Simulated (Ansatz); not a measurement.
# TiO2 (Imma): how G0W0 depends on its starting point, part 2 of 2

One-shot GW is not self-consistent; how far does the start matter for TiO2 (Imma)?

Ansatz 0.2.0; G0W0 on several functionals, plane waves, PAW. Known limits of the many-body steps: not at the basis limit.

So far. Step 3 (G0W0 on r2SCAN): Against the run with 4×4×4 mesh, 291 empty bands, screening to 100 eV, PAW set soft_1 files on LDA, the gap moves by −0.09 eV, while the start moved by +0.41 eV. Step 4 (G0W0 on HSE06): Against the run with 4×4×4 mesh, 291 empty bands, screening to 100 eV, PAW set soft_1 files on r2SCAN, the gap moves by +0.37 eV, while the start moved by +1.15 eV.

In doubt: masses and optical values from hybrid runs of this build are listed as unsure (steps 4, 5, 6), which bears on the screening that GW takes from such a start.

## (5) G0W0 on PBE0

This step: G0W0 on PBE0, plane waves, PAW; PAW set soft_1.

The input, input.yaml:

```yaml
crystal:
  lattice:
    - [-2.97316, 3.287369, 3.287402]
    - [2.97316, -3.287369, 3.287402]
    - [2.97316, 3.287369, -3.287402]
  atoms:
    - { symbol: Ti, position: [0.504755, 0.754755, 0.75] }
    - { symbol: Ti, position: [0.495245, 0.245245, 0.25] }
    - { symbol: Ti, position: [0.0, 0.0, 0.5] }
    - { symbol: Ti, position: [0.0, 0.5, 0.0] }
    - { symbol: O, position: [0.304919, 0.30477, 0.499851] }
    - { symbol: O, position: [0.195484, 0.250383, 0.945101] }
    - { symbol: O, position: [0.304919, 0.805068, 0.000149] }
    - { symbol: O, position: [0.805282, 0.250383, 0.554899] }
    - { symbol: O, position: [0.194718, 0.749617, 0.445101] }
    - { symbol: O, position: [0.804516, 0.749617, 0.054899] }
    - { symbol: O, position: [0.695081, 0.194932, 0.999851] }
    - { symbol: O, position: [0.695081, 0.69523, 0.500149] }
kpoints:
  mp_grid: { grid: [4, 4, 4] }
hamiltonian:
  xc: pbe0
  pseudopotentials: { kind: paw, azcp: { folder: soft_1 } }
scf:
  occupations: { method: fixed }
gw:
  n_empty_bands: 291
  ecut_chi: 100
  qp_bands: [v4, c4]
  qp_kpoints: band_edges
  screening: { model: contour_deformation }
```

Run with:

```bash
$ ansatz run input.yaml --threads 2 --pin off --max-ram 92160MiB --backend cuda --events-out ev --progress --plain --runs-dir out --devices 1 --max-vram 13GiB
```

Numbers of over 12 decimals in the logs are rounded to 6 here.

What it wrote:

```text
GPUs: using 1 of 1 available (devices: 1).
[...]
GPU FFT provider: cuFFT
GPU libraries: cuBLAS 13.8.2, cuFFT 12.4.0, cuSOLVER 12.3.4
Crystal: 12 atoms, lattice volume = 128.523 Å³
Basis set: ecut = 420 eV, 2497 PW (Γ)
Bands: 60, of which v1, the nominal top of the filled ones, is band 48 counted from 1 (47 counted from 0)
Symmetry: 8 space group operations
[...]
k-points: 18 of 64
[...]
0    51     11.9610   -12.9119    -6.4358   -19.8858  0.7618    12.5030    12.4990  root
     0    52     12.0035   -13.0850    -6.4489   -20.0969  0.7639    12.5707    12.5665  root
[...]
17    49     11.3595   -12.9862    -6.0106   -19.5877  0.7774    11.9544    11.9503  root
    17    50     11.3676   -12.9925    -6.0081   -19.5929  0.7775    11.9640    11.9599  root
    17    51     12.0585   -13.1563    -6.5666   -20.3058  0.7630    12.6460    12.6415  root
    17    52     12.0600   -13.1588    -6.5594   -20.3005  0.7631    12.6469    12.6423  root
[key lines of the parts left out:]
Free energy (F): -14553.167496 eV
Fermi energy:    7.269811 eV
```

Wall time 1.8 min (1 × NVIDIA H100 80GB HBM3 (shared by 6 runs) with 2 threads of AMD EPYC 7R13 (Zen 3), shared host); peak memory 2.4 GiB.

Numbers from this step:

* bands summed: 339
* RPA ε∞ on this mesh (eigenvalues): 4.587, 4.592, 5.370
* plane waves in the screening matrix: 297
* G0W0 gap on the mesh: 3.781 eV
* k of the valence top: 0, 0, 0
* k of the conduction bottom: 0, -0.5, -0.5
* starting gap on the mesh: 4.077 eV
* least direct G0W0 gap on the computed points: 3.817 eV

Against the run with 4×4×4 mesh, 291 empty bands, screening to 100 eV, PAW set soft_1 files on HSE06, the gap moves by +0.28 eV, while the start moved by +0.76 eV.

## (6) G0W0 on Hartree-Fock

This step: G0W0 on Hartree-Fock, plane waves, PAW; PAW set soft_1.

Changes to input.yaml since step 5:

```diff
@@ -21,3 +21,3 @@
 hamiltonian:
-  xc: pbe0
+  xc: hf
   pseudopotentials: { kind: paw, azcp: { folder: soft_1 } }
```

What it wrote:

```text
GPUs: using 1 of 1 available (devices: 1).
[...]
GPU FFT provider: cuFFT
GPU libraries: cuBLAS 13.8.2, cuFFT 12.4.0, cuSOLVER 12.3.4
Crystal: 12 atoms, lattice volume = 128.523 Å³
Basis set: ecut = 420 eV, 2497 PW (Γ)
Bands: 60, of which v1, the nominal top of the filled ones, is band 48 counted from 1 (47 counted from 0)
Symmetry: 8 space group operations
[...]
k-points: 18 of 64
[...]
0    51     17.3577   -11.3722    -4.3254   -11.3777  0.8750    13.0970    13.0378  root
     0    52     17.3866   -11.2465    -4.4129   -11.2514  0.8734    13.0419    12.9787  root
[...]
17    49     16.3941   -11.4941    -4.0834   -11.5026  0.8819    12.3664    12.3192  root
    17    50     16.4017   -11.5003    -4.0824   -11.5088  0.8819    12.3750    12.3279  root
    17    51     17.4663   -11.7955    -4.3793   -11.8013  0.8740    13.1537    13.0928  root
    17    52     17.4673   -11.8038    -4.3815   -11.8097  0.8740    13.1526    13.0917  root
[key lines of the parts left out:]
Free energy (F): -14394.175905 eV
Fermi energy:    4.038819 eV
```

Elapsed: 1.7 min, on 1 × NVIDIA H100 80GB HBM3 (shared by 6 runs) with 2 threads; peak memory 2.5 GiB; 2.2 min of CPU time.

This step gave:

| Quantity | Value |
| --- | --- |
| bands summed | 339 |
| RPA ε∞ on this mesh (eigenvalues) | 2.365, 2.365, 2.574 |
| plane waves in the screening matrix | 297 |
| G0W0 gap on the mesh | 4.905 eV |
| k of the valence top | 0, 0, 0 |
| k of the conduction bottom | 0, 0, 0 |
| starting gap on the mesh | 12.36 eV |
| least direct G0W0 gap on the computed points | 4.905 eV |

Against the run with 4×4×4 mesh, 291 empty bands, screening to 100 eV, PAW set soft_1 files on PBE0, the gap moves by +1.12 eV, while the start moved by +8.28 eV.

## (7) The starts together

All on the 4×4×4 mesh with 291 empty bands and screening to 100 eV. Times are wall times on 1 × NVIDIA H100 80GB HBM3 (shared by 6 runs) with 2 threads of AMD EPYC 7R13 (Zen 3), shared host, good to a factor of about two.

```tsv
start	starting gap (eV)	shift (eV)	G0W0 gap (eV)	RPA ε∞ (harmonic mean)	Z (valence, conduction)	time
LDA	1.76	+1.45	3.21	8.00	0.70, 0.71	49 s
r2SCAN	2.17	+0.96	3.13	6.73	0.72, 0.72	43 s
HSE06	3.32	+0.18	3.50	5.25	0.75, 0.76	2 min
PBE0	4.08	−0.30	3.78	4.82	0.77, 0.77	1.8 min
Hartree-Fock	12.36	−7.45	4.91	2.43	0.87, 0.88	1.7 min
```

The parts of the quasiparticle energy at the two band edges (eV; QP = start + Σx + Σc − Vxc):

```tsv
run	edge	start	Σx	Σc	Vxc	Z	QP
LDA	valence top	8.24	-25.85	4.60	-21.37	0.70	8.35
LDA	conduction bottom	10.03	-13.08	-6.89	-21.50	0.71	11.57
r2SCAN	valence top	8.29	-26.09	4.66	-21.68	0.72	8.53
r2SCAN	conduction bottom	10.51	-12.97	-6.76	-20.87	0.72	11.65
HSE06	valence top	7.67	-26.24	4.48	-22.33	0.75	8.24
HSE06	conduction bottom	11.03	-12.43	-6.29	-19.43	0.76	11.74
PBE0	valence top	7.27	-26.25	4.35	-22.74	0.77	8.11
PBE0	conduction bottom	11.39	-12.41	-6.12	-19.04	0.77	11.89
```

For a hybrid start, Vxc holds its share of exact exchange. Where G0W0 reorders the edges (LDA, r2SCAN, HSE06 and PBE0), the two states listed lie further apart at the start than the starting gap.

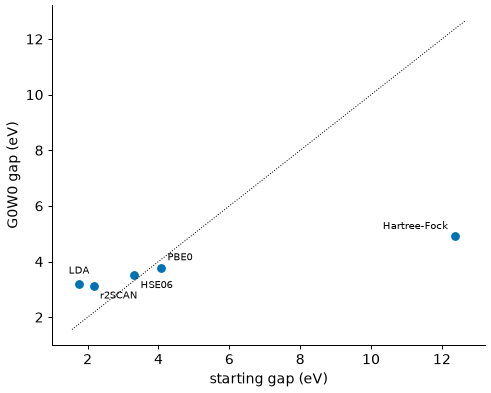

G0W0 gap against starting gap; on the dotted line the correction would vanish.

## (8) Outcome

- G0W0@LDA: 3.21 eV (start 1.76 eV)
- G0W0@r2SCAN: 3.13 eV (start 2.17 eV)
- G0W0@HSE06: 3.50 eV (start 3.32 eV)
- G0W0@PBE0: 3.78 eV (start 4.08 eV)
- G0W0@Hartree-Fock: 4.91 eV (start 12.36 eV)
- known limits: not at the basis limit

What this shows: The starting gaps span 10.60 eV and the G0W0 gaps 1.78 eV. Between LDA and Hartree-Fock, 1.69 eV of the 10.60 eV survives, 16 %. The order is not kept throughout: r2SCAN starts 0.41 eV above LDA and ends 0.09 eV below it, so orbitals matter beside the gap. Hartree-Fock screens less than LDA (ε∞ 2.43 against 8.00). Of the 1.69 eV by which its G0W0 gap is higher, the correlation part gives +3.96 eV, and exchange with the one-particle terms, which follow the orbitals, −2.27 eV. On PBE0 and Hartree-Fock the correction is negative: that start lies above its own G0W0 value. The smallest correction, +0.18 eV, is on HSE06, the start nearest to reproducing itself. Bands and cutoff are finite, so the gap is not at the basis limit. The miss can reach some tenths of an eV and take either sign; the mesh is an error of its own.

[Paths, hosts, dates, memory and timing lines, banners, echoed tables and standing remarks are left out of the program output.]

[Logs are printed without paths, hosts, clocks, repeated set-up lines and the standing remarks that a program may print on its own settings, such as how far it seeks lower states.]

[Runs of the session that timed out or met a known fault of the program may be left out.]

[Cells called generated may have been cut or substituted from an entry of the Crystallography Open Database or the Materials Project.]

[Hosts, paths, dates, database ids (printed as entryN), source tags and the programs' standing remarks are cut or masked in the printed files.]
